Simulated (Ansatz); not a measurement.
Cost and result by functional for the adsorption energy of NH3 on the 1x1 (110) surface of bcc Mo, one in a 2x2 cell, started at the site 'bridge Mo-Mo (span 3.2 Å)', in Ansatz (plane waves, PAW). Single points on the PBE structure, on one kind of machine; costs are rough ratios of the slab run's core time (references not counted) to the cheapest single point. r2SCAN's cost holds its higher cutoff (500 against 420 eV). Differences are taken against r2SCAN for comparison alone: no measured value is at hand, so the table doesn't rank accuracy.

Model: 20-atom slab, 6.5 Å thick at the start under the adsorbate (thin: gaps and levels are the slab's own), 6x6x1 mesh, Fermi-Dirac 0.1 eV, dipole correction, 8 atoms held, the rest relaxed; no symmetry held; no spin, no spin-orbit, no U, no dispersion correction. At the end it is bonded to Mo. In PBE it is, or lies within 0.03 eV of, the lowest of the starts that converged. These notes are the PBE run's. Adsorption energies are against NH3(g). A negative adsorption energy means that the adsorbate is more stable on the surface than in its reference.

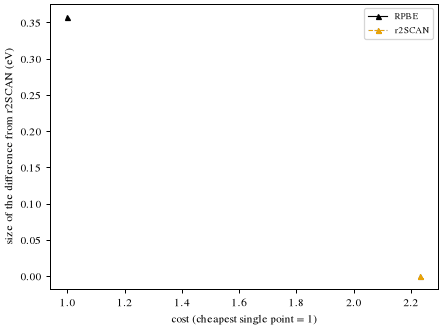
Figure: Difference from r2SCAN against cost

```csv
functional,relative cost,adsorption energy (eV),less r2SCAN (eV)
RPBE,1,-0.52,0.36
r2SCAN,2,-0.88,0.00
PBE (the relaxed run's value),–,-0.78,0.10
```

The values span 0.36 eV, while the single points' costs differ by a factor of roughly 2. Differences are of unrounded values.

Ansatz is a program for electronic structure.
